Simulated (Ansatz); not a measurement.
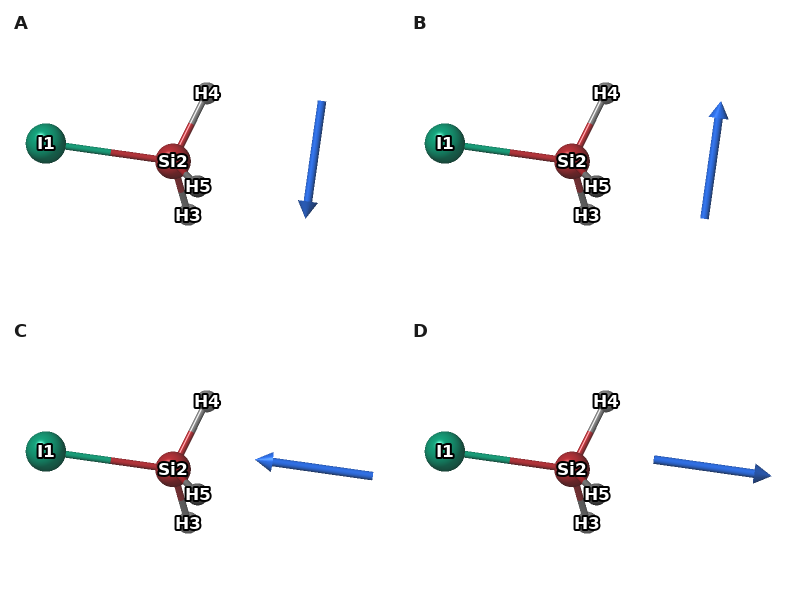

The same molecule four times, each with an arrow. Computed geometry: PBE0-D4/def2-TZVP optimisation. Method: RKS PBE0-D4/def2-TZVP, core potentials on I (Ansatz 0.2.0).

Which arrow points along the dipole moment, from the negative to the positive end?

Answer. D. The dipole moment is 1.14 D; it points from the side of I1 to the side of H3, H4, H5 (the outermost atoms at the two ends).
